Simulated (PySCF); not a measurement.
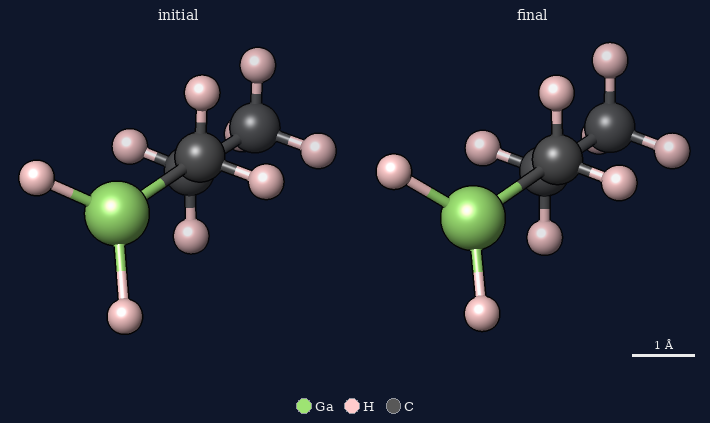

The structure of C3H9Ga before (left) and after (right) a relaxation, at one scale.

Style: ball-and-stick. Shown from a free direction.

The start comes from GFN2-xTB. Its atoms were then displaced at random by about 0.03 Å.

Level of theory: PySCF 2.14.0, density-fitted response routines, PBE0-D3(BJ)/def2-SVP geometry optimisation, gas phase. 

**What changed between the two?**

The energy falls by 55.4 kJ/mol in 6 geometry steps. An H atom moves most after the best rigid fit: 0.11 Å. Largest moves by element: H 0.11 Å, Ga 0.08 Å, C 0.06 Å. Near-neighbour distances that change, for instance: Ga–H 1.707 → 1.578 Å, C–H 1.029 → 1.102 Å, Ga–H 1.516 → 1.577 Å, C–H 1.164 → 1.104 Å. Bond angles that change, for instance: C–C–H 101.4° → 110.0°, H–Ga–H 111.3° → 118.7°, H–Ga–C 127.3° → 121.1°. Cost: 47 s on 1 thread of AMD EPYC 7R43 64-Core Processor, with other jobs on the host.
